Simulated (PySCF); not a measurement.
InN (charge +1): single-point calculation

- system: InN, charge +1, multiplicity 4
- method: UHF/sbkjc, gradient (PySCF 2.14.0)

Some settings of this run were made unusual or wrong on purpose. Figures and captions count atoms from 1; the log counts them from 0 in places.

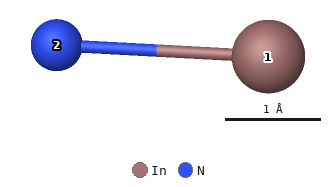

Fig. 1: The input geometry (ball-and-stick view, seen at a tilt; atoms are numbered from 1 in the order of the input). Sticks mark near contacts.

## What the run reported

- outcome: converged
- SCF energy: −1440.671754 hartree
- ⟨S²⟩: 3.765
- hardware: 1 CPU thread, shared host
- wall time: 0.97 s

## What went wrong

Some settings of this run were drawn to be unusual or wrong. It converged; results that depend on the unusual settings are not reference values.

## The input
```python
from pyscf import gto, scf

mol = gto.M(
    atom='In 0 0 0; N 0 0 2.252',
    basis='sbkjc',
    charge=1,
    spin=3,
    verbose=4,
)
mf = scf.UHF(mol)
mf.kernel()
mf.nuc_grad_method().kernel()
mf.dip_moment()
print('orbital energies (hartree):', [e[max(0, n-3):n+3].round(4) for e, n in zip(mf.mo_energy, mol.nelec)])
```

Launch command:
```bash
OMP_NUM_THREADS=1 python input.py
```

## The program's output
```
PySCF version 2.14.0

[INPUT] verbose = 4
[INPUT] num. atoms = 2
[INPUT] num. electrons = 55
[INPUT] charge = 1
[INPUT] spin (= nelec alpha-beta = 2S) = 3
[INPUT] symmetry False subgroup None
[INPUT] Mole.unit = angstrom
[INPUT] Symbol           X                Y                Z      unit          X                Y                Z       unit  Magmom
[INPUT]  1 In     0.000000000000   0.000000000000   0.000000000000 AA    0.000000000000   0.000000000000   0.000000000000 Bohr   0.0
[INPUT]  2 N      0.000000000000   0.000000000000   2.252000000000 AA    0.000000000000   0.000000000000   4.255663232521 Bohr   0.0

nuclear repulsion = 80.5984828355062
number of shells = 15
number of NR pGTOs = 73
number of NR cGTOs = 39
basis = sbkjc
ecp = {}

******** <class 'pyscf.scf.uhf.UHF'> ********
method = UHF
initial guess = minao
damping factor = 0
level_shift factor = 0
DIIS = <class 'pyscf.scf.diis.CDIIS'>
diis_start_cycle = 1
diis_space = 8
diis_damp = 0
SCF conv_tol = 1e-09
SCF conv_tol_grad = None
SCF max_cycles = 50
direct_scf = True
direct_scf_tol = 1e-13
number electrons alpha = 29  beta = 26
Set gradient conv threshold to 3.16228e-05
init E= -1094.55656418752

WARN: alpha nocc = 29  HOMO -8.01078812680088 >= LUMO -8.01078812680086

  beta  nocc = 26  HOMO = -8.64377640902916  LUMO = -8.55140824946776

WARN: HOMO -8.01078812680088 >= LUMO -8.55140824946776

cycle= 1 E= -1432.0141865063  delta_E= -337  |g|= 1.75  |ddm|= 35.4
  alpha nocc = 29  HOMO = -0.410539231658824  LUMO = -0.307427782451227
  beta  nocc = 26  HOMO = -0.529762791319541  LUMO = -0.512380900504435

WARN: HOMO -0.410539231658824 >= LUMO -0.512380900504435

cycle= 2 E= -1431.71492822595  delta_E= 0.299  |g|= 1.91  |ddm|=   18
  alpha nocc = 29  HOMO = -0.286268807058449  LUMO = -0.189762386107774
  beta  nocc = 26  HOMO = -0.71939320502118  LUMO = -0.409838861544797

WARN: HOMO -0.286268807058449 >= LUMO -0.409838861544797

cycle= 3 E= -1440.46137383766  delta_E= -8.75  |g|= 0.502  |ddm|= 14.6
  alpha nocc = 29  HOMO = -0.349438119409158  LUMO = -0.090912053069527
  beta  nocc = 26  HOMO = -0.723045177301107  LUMO = -0.344461703565996
  HOMO = -0.349438119409  LUMO = -0.344461703566  gap/eV = 0.13542
cycle= 4 E= -1440.64060968193  delta_E= -0.179  |g|= 0.174  |ddm|= 1.84
  alpha nocc = 29  HOMO = -0.397515548625164  LUMO = -0.108668230306199
  beta  nocc = 26  HOMO = -0.761887699936872  LUMO = -0.357832970318745
  HOMO = -0.397515548625  LUMO = -0.357832970319  gap/eV = 1.07982
cycle= 5 E= -1440.66693194752  delta_E= -0.0263  |g|= 0.0363  |ddm|= 1.18
  alpha nocc = 29  HOMO = -0.408960741373791  LUMO = -0.11890332314504
  beta  nocc = 26  HOMO = -0.761908414738734  LUMO = -0.368388133739218
  HOMO = -0.408960741374  LUMO = -0.368388133739  gap/eV = 1.10404
cycle= 6 E= -1440.66967802403  delta_E= -0.00275  |g|= 0.0134  |ddm|= 0.542
  alpha nocc = 29  HOMO = -0.410516202894485  LUMO = -0.118693640807945
  beta  nocc = 26  HOMO = -0.761432067351714  LUMO = -0.367415322288688
  HOMO = -0.410516202894  LUMO = -0.367415322289  gap/eV = 1.17283
cycle= 7 E= -1440.67075971172  delta_E= -0.00108  |g|= 0.00771  |ddm|= 0.456
  alpha nocc = 29  HOMO = -0.411314412329736  LUMO = -0.119137989864829
  beta  nocc = 26  HOMO = -0.763822571552004  LUMO = -0.368854280697006
  HOMO = -0.41131441233  LUMO = -0.368854280697  gap/eV = 1.15540
cycle= 8 E= -1440.67136193879  delta_E= -0.000602  |g|= 0.00422  |ddm|= 0.432
  alpha nocc = 29  HOMO = -0.412008421585288  LUMO = -0.11951055069248
  beta  nocc = 26  HOMO = -0.76628144197424  LUMO = -0.369883431163295
  HOMO = -0.412008421585  LUMO = -0.369883431163  gap/eV = 1.14628
cycle= 9 E= -1440.67160598701  delta_E= -0.000244  |g|= 0.00265  |ddm|= 0.306
  alpha nocc = 29  HOMO = -0.411091331679637  LUMO = -0.119423857961432
  beta  nocc = 26  HOMO = -0.769112422759529  LUMO = -0.371571523692618
  HOMO = -0.41109133168  LUMO = -0.371571523693  gap/eV = 1.07539
cycle= 10 E= -1440.67173588696  delta_E= -0.00013  |g|= 0.00115  |ddm|= 0.313
  alpha nocc = 29  HOMO = -0.411462326348431  LUMO = -0.119371015239006
  beta  nocc = 26  HOMO = -0.77063562784702  LUMO = -0.371968011108813
  HOMO = -0.411462326348  LUMO = -0.371968011109  gap/eV = 1.07470
cycle= 11 E= -1440.67175362602  delta_E= -1.77e-05  |g|= 0.000309  |ddm|= 0.139
  alpha nocc = 29  HOMO = -0.411117672020255  LUMO = -0.119398106738279
  beta  nocc = 26  HOMO = -0.770935116117145  LUMO = -0.372232907267002
  HOMO = -0.41111767202  LUMO = -0.372232907267  gap/eV = 1.05811
cycle= 12 E= -1440.67175415151  delta_E= -5.25e-07  |g|= 5.7e-05  |ddm|= 0.0225
  alpha nocc = 29  HOMO = -0.411185611986905  LUMO = -0.119394007293269
  beta  nocc = 26  HOMO = -0.770919205911468  LUMO = -0.37222407595816
  HOMO = -0.411185611987  LUMO = -0.372224075958  gap/eV = 1.06020
cycle= 13 E= -1440.67175415794  delta_E= -6.43e-09  |g|= 1.45e-05  |ddm|= 0.00121
  alpha nocc = 29  HOMO = -0.411177995107551  LUMO = -0.119394185969099
  beta  nocc = 26  HOMO = -0.770926995296696  LUMO = -0.372225609066466
  HOMO = -0.411177995108  LUMO = -0.372225609066  gap/eV = 1.05995
cycle= 14 E= -1440.67175415838  delta_E= -4.37e-10  |g|= 3.76e-06  |ddm|= 0.000375
  alpha nocc = 29  HOMO = -0.411177404168654  LUMO = -0.11939419820435
  beta  nocc = 26  HOMO = -0.770927352692006  LUMO = -0.372226156072207
  HOMO = -0.411177404169  LUMO = -0.372226156072  gap/eV = 1.05992
```

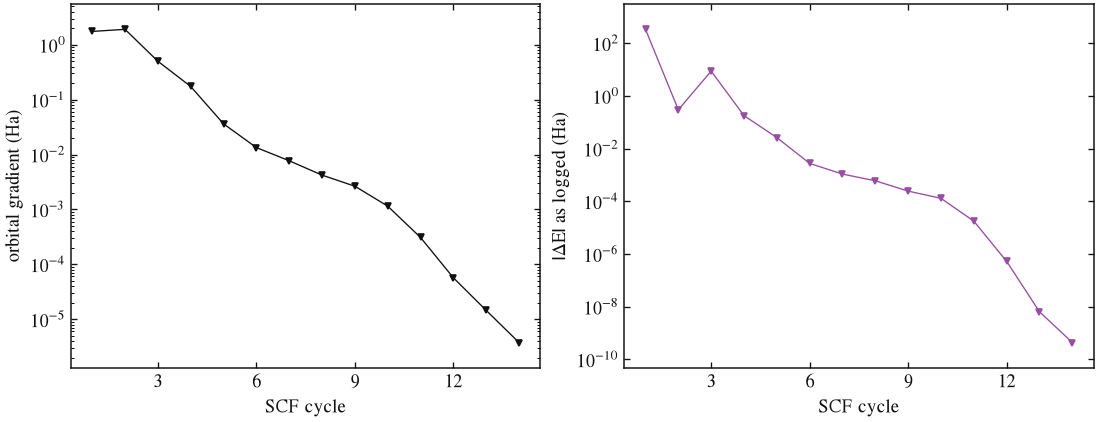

Fig. 2: Convergence of the self-consistent field: orbital gradient and size of the energy change against the SCF cycle. The residual falls almost steadily, with no more than small rises.

```
Extra cycle  E= -1440.67175415841  delta_E= -2.96e-11  |g|= 1.7e-06  |ddm|= 2.78e-05
converged SCF energy = -1440.67175415841  <S^2> = 3.7648296  2S+1 = 4.007408

******** <class 'pyscf.grad.uhf.Gradients'> for <class 'pyscf.scf.uhf.UHF'> ********
unit = Eh/Bohr
--------------- UHF gradients ---------------
         x                y                z
0 In    -0.0000000000     0.0000000000    -1.0011138576
1 N     0.0000000000    -0.0000000000     1.0011138576
----------------------------------------------

WARN: System has nonzero charge 1; the dipole moment is origin-dependent.
Location of origin: [0. 0. 0.]

Dipole moment(X, Y, Z, Debye):  0.00000, -0.00000, -4.86487
orbital energies (hartree): [array([-0.6677, -0.4506, -0.4112, -0.1811, -0.1789, -0.1513]), array([-0.8359, -0.8156, -0.7709, -0.3722, -0.1455, -0.1384])]
```
